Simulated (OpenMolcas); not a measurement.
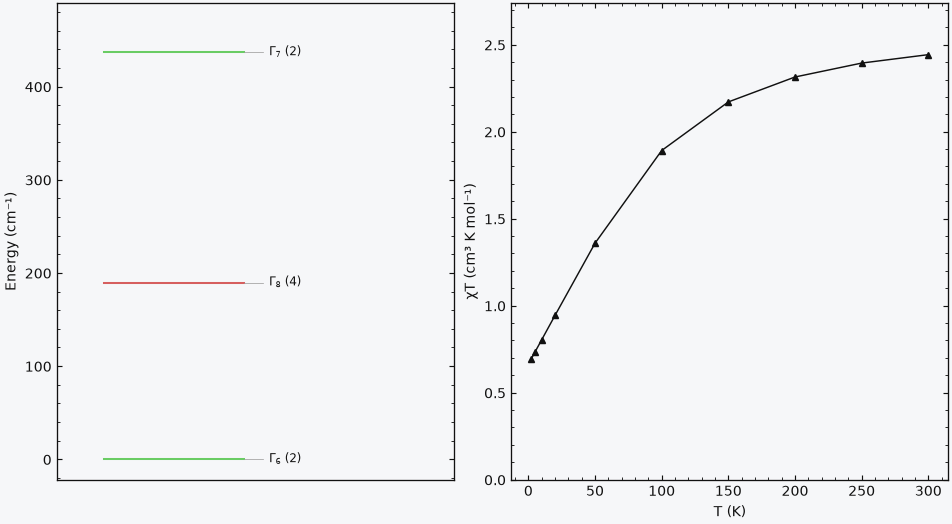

Levels of a 4f ion of charge +2 as a dopant in SrO, a cluster with its 6 nearest O²⁻ at 2.580 Å (octahedron) embedded in model potentials and point charges; the geometry was set, not optimised. Labels give the representation in O, Td, D4 or D3 as the site allows (double group for half-integer spin) where it could be assigned and, in brackets, the degeneracy; spin-free states, where drawn, share the zero of the spin-orbit levels. Computed with OpenMolcas: state-averaged CASSCF, the open shell active, basis ANO-RCC-VDZP on all atoms, DKH2 scalar Hamiltonian, spin-orbit coupling by RASSI with atomic mean-field integrals. Powder susceptibility by Van Vleck's formula.

Which ion is the dopant?

Tm²⁺ (4f¹³). The ground level is Γ₆, a Kramers doublet, 100 % from states of spin multiplicity 2. Its principal g values are 2.66, 2.66 and 2.66, isotropic. The next level lies at 190 cm⁻¹ (Γ₈). The lowest J multiplet spreads over 437 cm⁻¹. χT is 0.692 cm³ K mol⁻¹ at 2 K and 2.44 at 300 K, an effective moment of 4.42 μB. The active orbitals hold 100 % metal character (Löwdin), and the Mulliken charge of the metal is +1.74.

Note: the geometry is set by hand, with no relaxation and no charge compensation.
